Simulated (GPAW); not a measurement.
Consider zinc-blende (AlAs)1-x(InAs)x, x = 0.125.

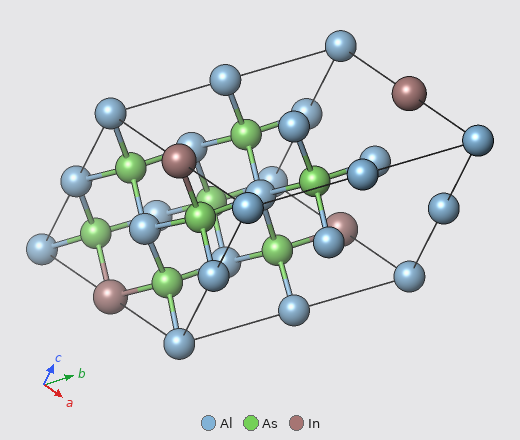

The structure (aluminium light blue, arsenic green, indium brown). Bonds to atoms that aren't drawn are left out. Some periodic images of atoms are drawn too.

```xyz
16
Lattice="0.0000 5.7106 5.7106 5.7106 0.0000 5.7106 5.7106 5.7106 0.0000" Properties=species:S:1:pos:R:3 pbc="T T T"
Al    0.0028    5.7069    5.7069
As    1.4860    1.3714    1.3651
Al    2.8609    8.5689    5.7085
As    4.2847    4.2847    1.4272
Al    8.5560   11.4048    8.5561
As    4.2874    1.4072    4.2644
Al    5.7133    2.8590    2.8580
As    7.1330    4.2866    4.2918
In   11.4141    8.5612    8.5627
As    1.4844    4.3298    4.3379
Al    8.5609    5.7038    8.5637
As    4.2238    7.0727    4.3415
Al    2.8655    2.8353    5.6887
As    4.2211    4.3304    7.0672
Al    5.7152    5.7183    5.7238
As    7.1478    7.1466    7.1417
```

Absorber: atom 2, with 3 Al at 2.44 Å and 1 In at 2.57 Å (distorted tetrahedral). Method: GPAW, LDA, excited-electron core hole (neutral cell), 16-atom cell with 8.1 Å between holes, 4×4×4 k points, dipole transitions, Gaussian full width 2.14 eV up to 4 eV, rising linearly to 3.5 eV at 25 eV.

Q: Predict the near-edge structure at the As K edge.

Main maxima up to 27 eV above the zero (height): 4.2 eV (1.40), 6.4 eV (1.39), 12.8 eV (0.93), 17.2 eV (0.92) and 24.8 eV (1.02). A K edge sees empty p states on the absorber. 

The As K spectrum (energy from the bottom of the conduction band, which holds the excited electron; intensity scaled to a mean of 1 over the first 20 eV):

```tsv
E (eV)	intensity
-2.0	0.00
-0.5	0.08
1.0	0.66
2.5	1.10
4.0	1.38
5.5	1.35
7.0	1.35
8.5	1.11
10.0	0.86
11.5	0.85
13.0	0.93
14.5	0.82
16.0	0.87
17.5	0.92
19.0	0.90
20.5	0.91
22.0	0.91
23.5	0.97
25.0	1.02
26.5	0.90
```

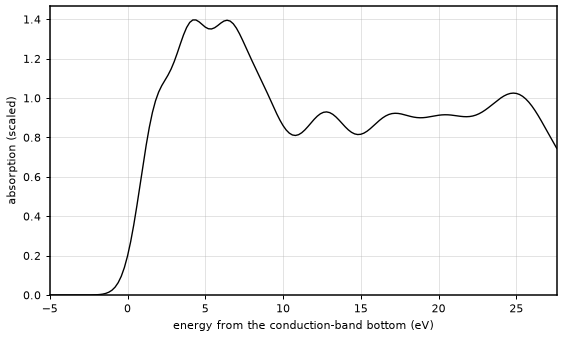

The As K edge.

The script folds with a Gaussian, whereas the core hole's own line is a Lorentzian, so the onset is too steep and the first peak too high.

[Banner, clock and machine lines of the logs are left out without a mark of their own.]

[Logs are printed without paths, hosts, clocks, repeated set-up lines and the standing remarks that a program may print on its own settings, such as how far it seeks lower states.]

[Hosts, paths, dates, database ids (printed as entryN), source tags and the programs' standing remarks are cut or masked in the printed files.]

[Lists of maxima count a maximum above −3 eV only where it reaches 4 % of the highest in the window and stands out from its surroundings by 2 % of it (1.5 % where it reaches 55 %); shoulders and weaker maxima are passed over, and of the rest the first, up to two pre-edge ones and the few strongest are named.]
